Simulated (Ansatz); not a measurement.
A series of calculations on BH2ClF2

## 1. Relaxation

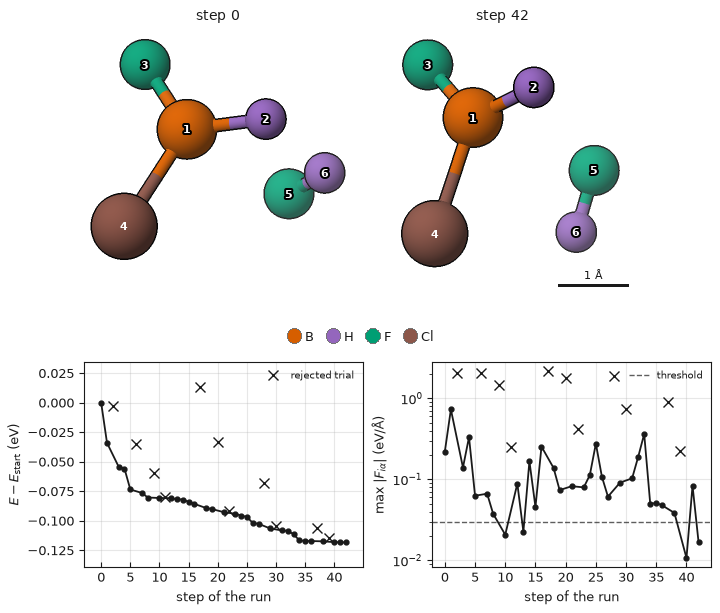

First and last geometry of a relaxation of BH₂ClF₂, with the history of the run. Style: ball-and-stick. Shown at a tilt.

The run prepares an end point of a later path (reaction) calculation, from a guessed geometry.

Theory: Ansatz, RKS PBE0-D4/def2-SVPD. (no spin polarisation; force threshold 0.03 eV/Å; at most 50 steps)

### Did the run converge, and what did it change?

It converged. The atom that moves furthest after the best rigid fit is H6 (1.08 Å). Largest moves by element: H 1.08 Å, F 0.50 Å, Cl 0.46 Å, B 0.20 Å. Some distances before and after: B1–Cl4 1.746 → 1.770 Å. The energy falls by 0.118 eV in 31 accepted moves (42 points after the start). The largest force component goes from 0.22 to 0.017 eV/Å. The line search rejected the trial steps at points 2, 6, 9, 11, 17, 20, 22, 28 and more of the run. The forces were under the threshold at step 10, but the run went on from there.

## 2. Relaxation

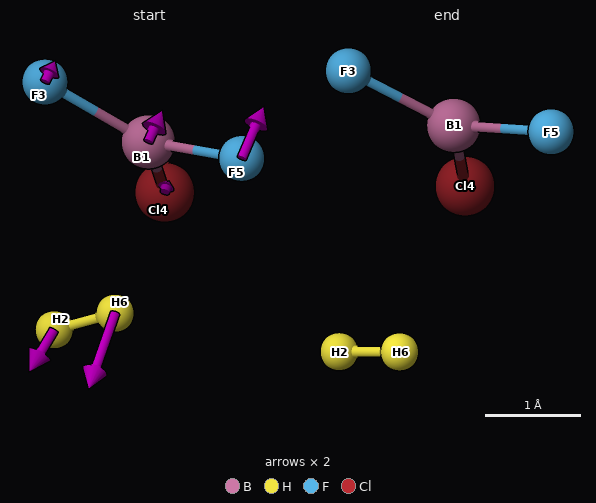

The structure of BH2ClF2 before (left) and after (right) a relaxation, at one scale. The purple arrows give the displacements, 2 times their true length.

Style: ball-and-stick. Shown from a free direction.

The run prepares an end point of a later path (reaction) calculation, from a guessed geometry.

Level of theory: RKS PBE0-D4/def2-SVPD (Ansatz).

Input
```yaml
crystal:
  periodic: [false, false, false]
  atoms:
    - { symbol: B, position_ang: [-0.085286, -0.537836, -0.391769] }
    - { symbol: H, position_ang: [-0.027285, 0.158689, 1.898908] }
    - { symbol: F, position_ang: [1.055829, 0.098937, -0.533467] }
    - { symbol: Cl, position_ang: [-1.580356, 0.22268, -0.861218] }
    - { symbol: F, position_ang: [-0.082111, -1.777983, 0.055107] }
    - { symbol: H, position_ang: [-0.073091, -0.547387, 1.79284] }
basis:
  gaussian: { orbitals: def2-SVPD }
hamiltonian:
  xc: pbe0
  dispersion: d4
relax:
  f_tol: 0.03
  max_steps: 50
output:
  orbitals: {}
```

Launched with:
```bash
ansatz run input.yaml --threads 2 --pin off --max-ram 3072MiB --backend cpu --events-out ev --progress --plain --runs-dir out
```

**What changed between the two?**

The atom that moves furthest after the best rigid fit is H6 (0.48 Å). Largest moves by element: H 0.48 Å, F 0.33 Å, B 0.20 Å, Cl 0.08 Å. Among the contacts that change: H2–H6 0.715 → 0.760 Å. After 8 accepted moves (9 points after the start) the energy has fallen by 13.3 kJ/mol. The largest force component goes from 1.8 to 0.0034 eV/Å. The line search rejected the trial step at point 8 of the run.

## 3. Path

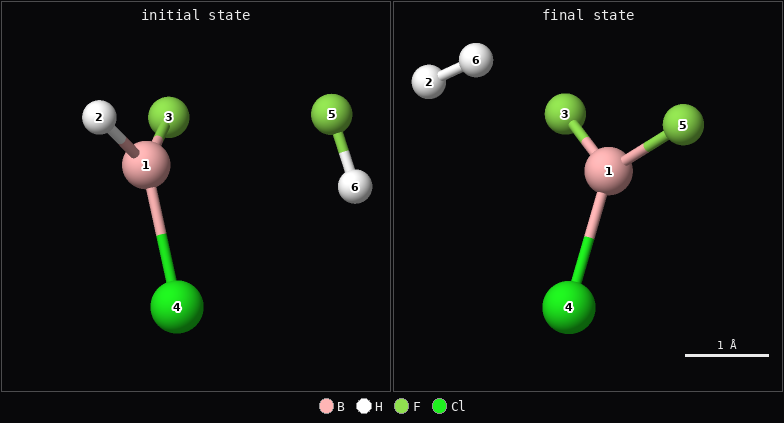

The two relaxed end points of a path for BH2ClF2, made up at the start of BHClF and HF. The picture is a ball-and-stick view, seen at a tilt.

Theory: RKS PBE0-D4/def2-SVPD in Ansatz.

Set-up: 5 movable images; climbing image; force threshold 0.05 eV/Å; iteration limit 60.

Start:
```xyz
6

B     0.0327    0.3918   -0.0382
H     0.1486    1.0466    0.9555
F     1.0650    0.0839   -0.7883
Cl   -1.5740   -0.0739   -0.6160
F     0.1745   -1.7505    1.3669
H    -0.6391   -2.0808    1.0805
```

End:
```xyz
6

B     0.0054   -0.6603   -0.5623
H    -0.2451    0.4303    2.0819
F     1.0666    0.1113   -0.6282
Cl   -1.5530   -0.0677   -1.0792
F     0.1366   -1.8912   -0.1208
H    -0.2027   -0.3052    2.2690
```

**Predict the minimum-energy path and its barrier.**

The highest point, image 3, lies 0.91 eV above the start and 1.88 eV above the end; the end is at −0.97 eV relative to the start. Breaking: B1–H2 (1.20 → 1.33 at the top → 2.87 Å), F5–H6 (0.92 → 1.15 at the top → 2.89 Å). Forming: B1–F5 (2.57 → 1.62 at the top → 1.31 Å), H2–H6 (3.23 → 1.08 at the top → 0.76 Å). The band converged in 26 iterations. The largest component of the band force went from 130 to 0.035 eV/Å. The climbing image converged on the top of the path. Its vibrational analysis gives one imaginary mode (1211i cm⁻¹), as a transition state must have.

Energies of the converged images:

| image | path (Å) | E (eV) |
| --- | --- | --- |
| 0 | 0.00 | 0.000 |
| 1 | 0.87 | 0.031 |
| 2 | 1.75 | 0.130 |
| 3 | 2.62 | 0.912 |
| 4 | 3.24 | -0.445 |
| 5 | 3.86 | -0.918 |
| 6 | 4.48 | -0.971 |

The geometry at the top of the path:

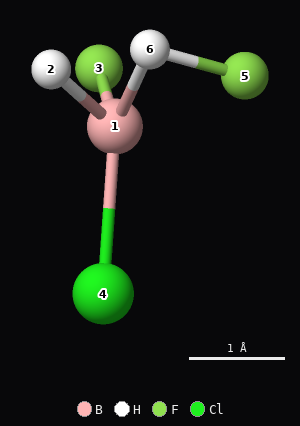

Limits of the set-up: the start holds two separate molecules, 2.6 Å apart at their closest, whose relative position is a soft coordinate.
